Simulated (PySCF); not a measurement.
Ge(H)2(Cl)2, SMILES [Cl][GeH2][Cl] (H₂Cl₂Ge), singlet at its PBE0/def2-SVP optimised geometry (Å):

```
5

Ge    -0.4306    -0.6631     0.0000
Cl    -1.0993    -1.6004    -1.8160
Cl    -1.0997     1.3804     0.0000
H      1.0997    -0.6631     0.0000
H     -1.0942    -1.3804     1.1776
```

Method: PBE0/def2-TZVP run with PySCF 2.14.0.

Map of the deformation density (molecule minus spherical neutral atoms) (e/bohr³) on the plane z = 0.8 Å:

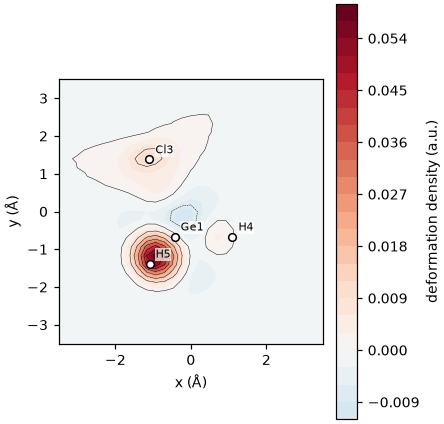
Figure. Deformation density (molecule minus spherical neutral atoms) (e/bohr³) on the plane z = 0.8 Å.
